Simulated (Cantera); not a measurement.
Charge: 1 mol MgO, 6.6 mol HBr, equilibrated at 173 Torr.

Method: chemical equilibrium by Gibbs-energy minimisation in Cantera with the NASA 1993 tables (ideal gas, pure condensed phases). Candidate condensed phases: Br2, H2O, Mg, MgBr2, MgO, Mg(OH)2; 20 gas species. The numbers say what is thermodynamically allowed, not how fast it happens.

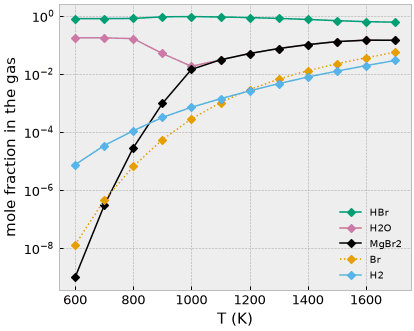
*Equilibrium gas composition (values under 1e-9 drawn at 1e-9)*

Question: Read off the mole fractions at 1200 K.

Answer: HBr about 0.89, H2O about 0.052, MgBr2 about 0.052, Br about 0.0029, H2 about 0.0027.
